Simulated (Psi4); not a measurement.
# PBE0/def2-TZVPPD run of KCl (SMILES [Cl][K])

What is the vertical ionisation energy of KCl at PBE0/def2-TZVPPD? 

The calculation is run with Psi4 1.11.

4 further runs of the same task are left out: 3 that didn't finish, 1 set aside as unsound or not needed.

## 1. The system as given

The species is KCl (2 atoms), meant as a singlet with charge 0. As SMILES, `[Cl][K]`. The shape is that of a PBE0-D4/def2-TZVP optimisation.

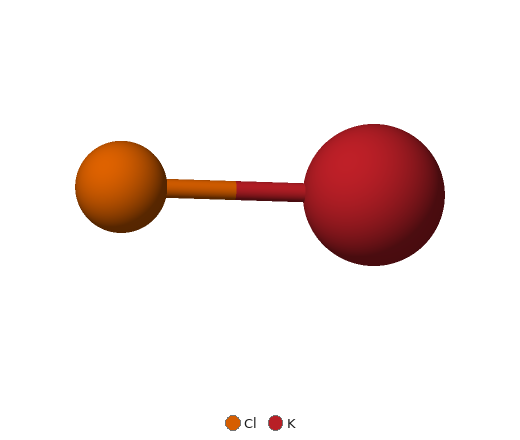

The structure, seen from a chosen angle (chlorine orange, potassium red).

## 2. A single-point energy at PBE0/def2-TZVPPD

Input file clk.in:

```
memory 2200 MB

molecule {
  Cl     1.142550    -0.405560     0.575750
  K     -1.142550     0.405560    -0.575750
  symmetry c1
}

set globals {
  basis                def2-TZVPPD
  puream               true
  e_convergence        1e-09
  d_convergence        1e-08
  scf_type             pk
  dft_radial_points    99
  dft_spherical_points 590
}

e_tot, wfn = energy('pbe0', return_wfn=True)
oeprop(wfn, 'LOWDIN_CHARGES', 'DIPOLE', 'MAYER_INDICES')
```

Command:

```sh
psi4 -n 1 clk.in clk.out
```

clk.out:

```text
[...]
  Running in c1 symmetry.
[...]
  Nuclear repulsion =   63.675166553815146
[...]
  Multiplicity = 1
[...]
  Nalpha       = 18
  Nbeta        = 18
[...]
    Number of basis functions: 87
[...]
   @RKS iter   1: -1059.78989605623156   -3.04865e-01   5.41714e-03 DIIS/ADIIS
[...]
   @RKS iter  10: -1059.89295579903387   -2.18279e-11   8.40111e-09 DIIS
[...]
    Orbital Energies [Eh]
    ---------------------
    Doubly Occupied:
       1A   -130.003106     2A   -101.561792     3A    -13.298982
       4A    -10.611750     5A    -10.611750     6A    -10.611158
       7A     -9.387997     8A     -7.116785     9A     -7.116549
      10A     -7.116549    11A     -1.417998    12A     -0.775380
      13A     -0.774926    14A     -0.774926    15A     -0.682141
      16A     -0.231339    17A     -0.222733    18A     -0.222733
[...]
  @RKS Final Energy: -1059.89295579903387
   => Energetics <=
    Nuclear Repulsion Energy =             63.6751665538151457
    One-Electron Energy =               -1589.2844530155773555
    Two-Electron Energy =                 512.1258909073798122
    DFT Exchange-Correlation Energy =     -46.4095602446514306
    Empirical Dispersion Energy =           0.0000000000000000
    VV10 Nonlocal Energy =                  0.0000000000000000
    Total Energy =                      -1059.8929557990338708
[...]
 Multipole Moments:
 ------------------------------------------------------------------------------------
     Multipole            Electronic (a.u.)      Nuclear  (a.u.)        Total (a.u.)
 ------------------------------------------------------------------------------------
 L = 1.  Multiply by 2.5417464519 to convert [e a0] to [Debye]
 Dipole X            :          0.0000000           -0.0000000            0.0000000
 Dipole Y            :          0.0000000           -0.0000000            0.0000000
 Dipole Z            :         -3.9103414           -0.1389513           -4.0492927
 Magnitude           :                                                    4.0492927
[...]
```

It took 7.8 s on 1 thread of Intel Xeon at 2.70GHz, shared host; peak memory 0.57 GiB.

## 3. The doublet cation

Input file input.inp:

```
memory 2.2 GB

molecule m {
  1 2
  Cl
  K 1 2.684316
  symmetry c1
}

set globals {
  reference uks
  puream true
  e_convergence 1e-09
  d_convergence 1e-08
  scf_type pk
  dft_radial_points 99
  dft_spherical_points 590
  maxiter 100
}

e_tot, wfn = energy('pbe0/def2-TZVPPD', return_wfn=True)
oeprop(wfn, 'MULLIKEN_CHARGES', 'DIPOLE', 'WIBERG_LOWDIN_INDICES')
print_variables()
```

Command:

```sh
psi4 -n 1 input.inp input.out
```

input.out:

```text
[...]
  Running in c1 symmetry.
[...]
  Nuclear repulsion =   63.675155624900356
[...]
  Multiplicity = 2
[...]
  Nalpha       = 18
  Nbeta        = 17
[...]
    Number of basis functions: 87
[...]
   @UKS iter   1: -1059.56035128693634   -7.53236e-02   2.72403e-03 ADIIS/DIIS
[...]
   @UKS iter  13: -1059.57280279273914   -7.48059e-11   8.37369e-09 DIIS
[...]
   @S^2 Observed:                7.541301149E-01
[...]
    Orbital Energies [Eh]
    ---------------------
    Alpha Occupied:
       1A   -130.196745     2A   -101.947106     3A    -13.493601
       4A    -10.806288     5A    -10.806179     6A    -10.805860
       7A     -9.770426     8A     -7.516512     9A     -7.493404
      10A     -7.493032    11A     -1.613555    12A     -1.070585
      13A     -0.968551    14A     -0.967766    15A     -0.965380
      16A     -0.618540    17A     -0.566066    18A     -0.558875
    Alpha Virtual:
      19A     -0.187768    20A     -0.123769    21A     -0.120347
      22A     -0.119930    23A     -0.080650    24A     -0.080501
      25A     -0.080429    26A     -0.075617    27A     -0.074525
[...]
  @UKS Final Energy: -1059.57280279273914
   => Energetics <=
    Nuclear Repulsion Energy =             63.6751556249003556
    One-Electron Energy =               -1579.3078294034451119
    Two-Electron Energy =                 502.2597495224075601
    DFT Exchange-Correlation Energy =     -46.1998785366019220
    Empirical Dispersion Energy =           0.0000000000000000
    VV10 Nonlocal Energy =                  0.0000000000000000
    Total Energy =                      -1059.5728027927391395
[...]
 Multipole Moments:
 ------------------------------------------------------------------------------------
     Multipole            Electronic (a.u.)      Nuclear  (a.u.)        Total (a.u.)
 ------------------------------------------------------------------------------------
 L = 1.  Multiply by 2.5417464519 to convert [e a0] to [Debye]
 Dipole X            :          0.0000000            0.0000000            0.0000000
 Dipole Y            :          0.0000000            0.0000000            0.0000000
 Dipole Z            :          1.7676351            0.1389513            1.9065865
 Magnitude           :                                                    1.9065865
[...]
  Mulliken Charges: (a.u.)
   Center  Symbol    Alpha    Beta     Spin     Total
       1    CL     8.98317  7.98199  1.00118  0.03485
       2     K     9.01683  9.01801 -0.00118  0.96515
   Total alpha = 18.00000, Total beta = 17.00000, Total charge =  1.00000
  Wiberg Bond Indices using Orthogonal Lowdin Orbitals:
  Total Bond Index:
  Irrep: 1 Size: 2 x 2
                 1                   2
[...]
```

Run time: 11 s. Hardware: 1 thread of Intel Xeon at 2.70GHz, shared host; peak memory 0.57 GiB.

## 4. Outcome

Level: PBE0/def2-TZVPPD.

| quantity | value |
| --- | --- |
| singlet KCl: total energy | -1059.89296 Eh |
| singlet KCl: dipole moment | 10.29 D |
| singlet KCl: HOMO energy | -6.06 eV |
| singlet KCl: LUMO energy | -1.34 eV |
| singlet KCl: HOMO–LUMO gap | 4.72 eV |
| doublet cation: total energy | -1059.57280 Eh |
| doublet cation: HOMO energy (highest over α and β) | -14.77 eV |
| doublet cation: LUMO energy (lowest over α and β) | -11.43 eV |
| doublet cation: ⟨S²⟩ | 0.754 |
| vertical ionisation energy (to the doublet cation) | 8.712 eV |

The vertical ionisation energy comes to 8.71 eV (841 kJ/mol). −ε(HOMO) before ionisation, 6.06 eV, is 2.65 eV below this ionisation energy.
